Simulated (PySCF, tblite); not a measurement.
# C₂₂H₂₄O: electronic excitations, NMR shifts, part 2 of 2

tblite 0.8.0 and PySCF 2.14.0. Atoms count from 0. The steps go on from the part before.

## (5) NMR shifts: GIAO mPW1PW91/pcSseg-1

Job settings and geometry (Å):

```
{"job": {"kind": "nmr", "basis": "pcSseg-1", "pop": false, "xc": "mPW1PW91"}, "charge": 0, "multiplicity": 1}
C     -1.979615    -4.463070     0.367601
C     -2.322682    -2.977668     0.390991
C     -1.076891    -2.075027     0.313098
C     -0.388109    -1.956894     1.682023
C      1.062117    -1.456998     1.606056
C      1.668298    -1.425082     3.013195
C      1.191638    -0.097399     0.966752
C      0.488743     1.007088     1.488863
C      0.586025     2.239515     0.913560
C      1.404537     2.450139    -0.214943
C      1.508853     3.706333    -0.845341
C      2.325859     3.878702    -1.928217
C      3.074661     2.801131    -2.427075
C      2.984002     1.567897    -1.843352
C      2.148641     1.356778    -0.726647
C      2.017881     0.096052    -0.109547
C     -1.444834    -0.711680    -0.215937
C     -0.851388    -0.209779    -1.364786
C     -1.130281     1.066813    -1.813759
C     -2.029095     1.866096    -1.121327
O     -2.307653     3.143170    -1.506001
C     -2.670137     1.356460     0.001899
C     -2.375995     0.083193     0.443244
H     -1.461473    -4.719148    -0.554370
H     -2.886252    -5.061466     0.426194
H     -1.341930    -4.734766     1.205724
H     -2.969657    -2.751833    -0.460208
H     -2.883872    -2.748375     1.298747
H     -0.371026    -2.534278    -0.387527
H     -0.969440    -1.291422     2.321777
H     -0.372926    -2.940226     2.158298
H      1.634137    -2.172058     1.002680
H      1.111456    -0.747130     3.656037
H      2.700662    -1.085977     2.973091
H      1.647076    -2.417541     3.458433
H     -0.144586     0.871251     2.352562
H      0.033162     3.076742     1.314578
H      0.927514     4.530103    -0.454358
H      2.405806     4.845797    -2.404549
H      3.721789     2.956804    -3.278765
H      3.556304     0.736145    -2.230122
H      2.581089    -0.733160    -0.517658
H     -0.141704    -0.815608    -1.909479
H     -0.636024     1.452479    -2.695962
H     -1.767812     3.371823    -2.272126
H     -3.381928     1.978729     0.520660
H     -2.874791    -0.292913     1.324199
```

With the program's defaults for keys left out, this is: GIAO mPW1PW91/pcSseg-1 NMR shielding, non-relativistic, gas phase.

The program printed:

```text
start: PBE on a coarse grid of 37065 points
cycle   1  E = -926.2031055440  dE =  3.225e+00  |g| = 1.114e+00  |ddm| = 7.110e+00
cycle   2  E = -925.8120403899  dE =  3.911e-01  |g| = 1.704e+00  |ddm| = 3.332e+00
cycle   3  E = -926.4960739296  dE = -6.840e-01  |g| = 3.164e-01  |ddm| = 2.360e+00
cycle   4  E = -926.5173559644  dE = -2.128e-02  |g| = 1.336e-01  |ddm| = 4.861e-01
cycle   5  E = -926.5215273718  dE = -4.171e-03  |g| = 6.074e-02  |ddm| = 1.988e-01
cycle   6  E = -926.5223968058  dE = -8.694e-04  |g| = 1.482e-02  |ddm| = 8.283e-02
cycle   7  E = -926.5224306899  dE = -3.388e-05  |g| = 7.970e-03  |ddm| = 2.302e-02
final grid: 336563 points
cycle   8  E = -927.7102205718  dE = -1.207e-02  |g| = 5.763e-02  |ddm| = 7.352e-01
cycle   9  E = -927.7095168018  dE =  7.038e-04  |g| = 8.253e-02  |ddm| = 1.397e-01
cycle  10  E = -927.7109241219  dE = -1.407e-03  |g| = 1.246e-02  |ddm| = 9.412e-02
cycle  11  E = -927.7109529939  dE = -2.887e-05  |g| = 5.714e-03  |ddm| = 1.983e-02
cycle  12  E = -927.7109623475  dE = -9.354e-06  |g| = 1.762e-03  |ddm| = 7.877e-03
cycle  13  E = -927.7109643206  dE = -1.973e-06  |g| = 4.249e-04  |ddm| = 2.520e-03
cycle  14  E = -927.7109627031  dE =  1.617e-06  |g| = 1.902e-04  |ddm| = 7.506e-04
cycle  15  E = -927.7109648111  dE = -2.108e-06  |g| = 4.780e-05  |ddm| = 2.775e-04
converged SCF energy = -927.7109648111

GIAO shielding tensors (ppm)
atom      isotropic    diamagn.    paramagn.     s11        s22        s33       span
  0 C      170.248     244.350     -74.102    153.521    170.444    186.777     33.257
  1 C      150.716     249.355     -98.638    134.321    148.059    169.770     35.449
  2 C      133.985     245.891    -111.906    119.971    137.298    144.687     24.716
  3 C      140.027     254.633    -114.606    121.596    140.601    157.886     36.290
  4 C      138.527     243.156    -104.628    130.849    138.472    146.261     15.412
  5 C      158.105     246.808     -88.703    142.011    148.702    183.602     41.591
  6 C       34.705     266.223    -231.518    -64.287     -5.965    174.366    238.652
  7 C       54.656     256.306    -201.650    -51.126     30.011    185.082    236.209
  8 C       50.522     255.185    -204.663    -49.473     34.618    166.422    215.895
  9 C       49.432     258.841    -209.409    -28.303    -18.867    195.468    223.771
 10 C       53.452     246.170    -192.718    -49.675     46.058    163.974    213.649
 11 C       56.392     255.816    -199.424    -51.994     45.281    175.889    227.883
 12 C       55.407     255.432    -200.025    -53.398     43.898    175.722    229.120
 13 C       53.292     247.290    -193.998    -48.248     46.057    162.067    210.315
 14 C       48.520     257.982    -209.461    -24.281    -23.804    193.645    217.926
 15 C       53.863     253.307    -199.444    -41.018     57.611    144.996    186.014
 16 C       40.412     266.633    -226.221    -48.017     -7.142    176.395    224.412
 17 C       46.509     256.312    -209.803    -53.089     29.882    162.735    215.824
 18 C       67.616     261.564    -193.947    -17.497     56.448    163.898    181.395
 19 C       25.550     263.758    -238.207    -63.013     14.492    125.173    188.185
 20 O      212.529     388.508    -175.979    165.219    220.145    252.223     87.004
 21 C       67.208     256.098    -188.890    -20.795     52.305    170.113    190.907
 22 C       54.457     255.806    -201.349    -52.537     37.809    178.098    230.635
 23 H       30.837      29.496       1.341     25.709     29.574     37.228     11.519
 24 H       30.531      24.726       5.805     25.211     27.395     38.986     13.775
 25 H       30.478      29.968       0.509     25.795     30.429     35.209      9.414
 26 H       30.330      32.630      -2.301     24.668     31.616     34.705     10.036
 27 H       30.213      33.525      -3.312     24.673     31.355     34.611      9.938
 28 H       29.909      38.652      -8.743     25.408     31.715     32.604      7.196
 29 H       29.981      38.285      -8.304     28.307     28.945     32.690      4.383
 30 H       29.630      37.177      -7.547     24.626     30.521     33.743      9.117
 31 H       28.995      36.616      -7.620     25.893     28.042     33.052      7.158
 32 H       30.483      31.295      -0.812     25.630     30.373     35.445      9.815
 33 H       30.492      29.799       0.693     25.624     28.791     37.062     11.439
 34 H       30.370      29.734       0.636     26.088     27.148     37.874     11.786
 35 H       25.047      37.707     -12.660     20.592     24.518     30.033      9.441
 36 H       24.431      36.387     -11.955     20.912     24.172     28.209      7.296
 37 H       23.760      32.878      -9.118     19.585     23.353     28.343      8.758
 38 H       24.070      28.496      -4.426     19.753     25.219     27.238      7.485
 39 H       23.994      29.051      -5.058     19.573     25.253     27.154      7.581
 40 H       23.753      33.619      -9.866     18.576     23.811     28.872     10.295
 41 H       24.177      38.738     -14.560     19.066     23.099     30.367     11.301
 42 H       25.957      38.694     -12.737     21.292     27.324     29.255      7.963
 43 H       27.315      37.356     -10.040     24.805     27.015     30.127      5.322
 44 H       28.296      34.151      -5.855     21.158     27.712     36.017     14.859
 45 H       24.970      32.362      -7.393     20.719     26.384     27.806      7.088
 46 H       24.712      37.367     -12.655     19.728     23.825     30.582     10.854
```

It took 2.1 min on 2 threads of Arm Neoverse N1, shared host; peak memory 1.9 GiB.

The references, computed at this level on geometries of the same kind, shield at (ppm): 1H TMS 31.77, 13C TMS 186.1, 17O H2O 334.9. Their shielding less the atom's gives the shift. The references are single molecules in the gas phase, so shifts against H2O, NH3, PH3, H3PO4 or CFCl3 are not on the usual liquid scales and can be off by tens of ppm. Atoms listed in one row are averaged.

```csv
atoms,environment,σ (ppm),δ (ppm)
C19,aromatic carbon bearing oxygen,25.6,160.5
C6,substituted aromatic carbon,34.7,151.4
C16,substituted aromatic carbon,40.4,145.7
C14,ring-fusion aromatic carbon,48.5,137.5
C9,ring-fusion aromatic carbon,49.4,136.6
"C17, C22",aromatic CH,50.5,135.6
C8,aromatic CH,50.5,135.5
C13,aromatic CH,53.3,132.8
C10,aromatic CH,53.5,132.6
C15,aromatic CH,53.9,132.2
C7,aromatic CH,54.7,131.4
C12,aromatic CH,55.4,130.7
C11,aromatic CH,56.4,129.7
"C18, C21",aromatic CH,67.4,118.7
C2,sp3 CH on an aromatic ring,134.0,52.1
C4,sp3 CH on an aromatic ring,138.5,47.5
C3,sp3 CH2,140.0,46.0
C1,sp3 CH2,150.7,35.3
C5,methyl carbon,158.1,28.0
C0,methyl carbon,170.2,15.8
H40,hydrogen on an aromatic CH,23.75,8.01
H37,hydrogen on an aromatic CH,23.76,8.01
H39,hydrogen on an aromatic CH,23.99,7.77
H38,hydrogen on an aromatic CH,24.07,7.70
H41,hydrogen on an aromatic CH,24.18,7.59
H36,hydrogen on an aromatic CH,24.43,7.33
H35,hydrogen on an aromatic CH,25.05,6.72
"H42, H46",hydrogen on an aromatic CH,25.33,6.43
"H43, H45",hydrogen on an aromatic CH,26.14,5.62
H44,hydrogen on a phenol-type oxygen,28.30,3.47
H31,hydrogen on an sp3 CH on an aromatic ring,29.00,2.77
H30,hydrogen on an sp3 CH2,29.63,2.14
H28,hydrogen on an sp3 CH on an aromatic ring,29.91,1.86
H29,hydrogen on an sp3 CH2,29.98,1.79
H27,hydrogen on an sp3 CH2,30.21,1.55
H26,hydrogen on an sp3 CH2,30.33,1.44
"H32, H33, H34",hydrogen on a methyl carbon,30.45,1.32
"H23, H24, H25",hydrogen on a methyl carbon,30.62,1.15
O20,phenol-type oxygen,212.5,122.3
```

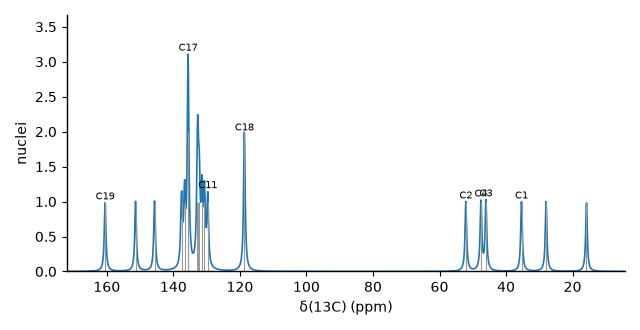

13C lines at the computed shifts, without couplings. Lines are broadened to a width of 0.58 ppm (Lorentzian).

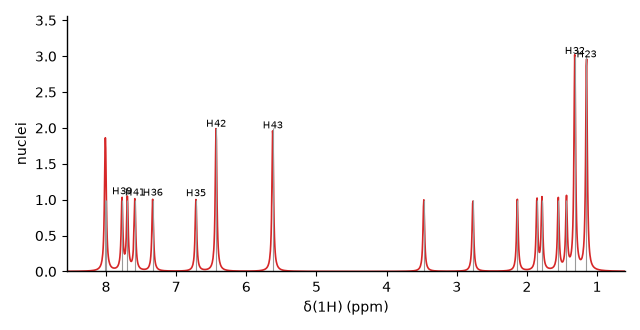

1H lines at the computed shifts, without couplings. Lines are broadened to a width of 0.03 ppm (Lorentzian).

Ring of atoms C6, C7, C8, C9, C14, C15: NICS(0) -9.9, NICS(1) -13.1, NICS(1)zz -35.1 ppm (means of both faces).

The two faces differ (NICS(1)zz -31.1 and -39.1 ppm).

Ring of atoms C9, C10, C11, C12, C13, C14: NICS(0) -8.9, NICS(1) -11.6, NICS(1)zz -29.7 ppm (means of both faces).

Ring of atoms C16, C17, C18, C19, C21, C22: NICS(0) -11.5, NICS(1) -13.0, NICS(1)zz -34.2 ppm (means of both faces; NICS(1) differs between them: -14.2 and -11.9).

The two faces differ (NICS(1)zz -30.1 and -38.3 ppm).

## (6) Results

The summary covers parts 1 to 2.

```
                                                                   quantity                                                                                                          value
                                  strongest single infrared mode (GFN2-xTB)                                                                                           425 cm⁻¹, 139 km/mol
                                               zero-point energy (GFN2-xTB)                                                                                                 246.7 kcal/mol
                                          lowest singlet (wB97X-D/def2-SVP)                                                                                    4.44 eV (279 nm), f = 0.018
                                   brightest single state of those computed                                                                                    state 6, 5.86 eV, f = 0.238
                                                             lowest triplet                                                                                                        3.10 eV
                                      surface potential, 1st and 99th percentile                                                                                             -1.19 V and 1.47 V
13C shifts against TMS (mPW1PW91/pcSseg-1, means over atoms taken as alike)  160.5, 151.4, 145.7, 137.5, 136.6, 135.6, 135.5, 132.8, 132.6, 132.2, 131.4, 130.7, 129.7, 118.7 ppm and more
 1H shifts against TMS (mPW1PW91/pcSseg-1, means over atoms taken as alike)                8.01, 8.01, 7.77, 7.70, 7.59, 7.33, 6.72, 6.43, 5.62, 3.47, 2.77, 2.14, 1.86, 1.79 ppm and more
                                 17O shifts against H2O (mPW1PW91/pcSseg-1)                                                                                                      122.3 ppm
```

What this shows: No mode is imaginary among the 135: a minimum at this level. The strongest single mode, at 425 cm⁻¹, moves mainly H44. Unscaled tight-binding wavenumbers are off by several per cent, some by more. Its intensities can rank the bands wrongly. The first singlet state (HOMO→LUMO 0.64, HOMO−2→LUMO 0.11) lies at 4.44 eV and is weak; of the 8 states computed, the strongest absorption comes from state 6 at 5.86 eV (the last state computed is bright too, and its partners may lie past the list). The lowest triplet lies 1.34 eV below the lowest singlet (triplets in Tamm-Dancoff, singlets in full TDDFT). NICS(1)zz of -35 ppm above the planar ring from C6 marks a diatropic (aromatic) ring current. NICS(1)zz of -30 ppm above the planar ring from C9 marks a diatropic (aromatic) ring current. NICS(1)zz of -34 ppm above the planar ring from C16 marks a diatropic (aromatic) ring current.
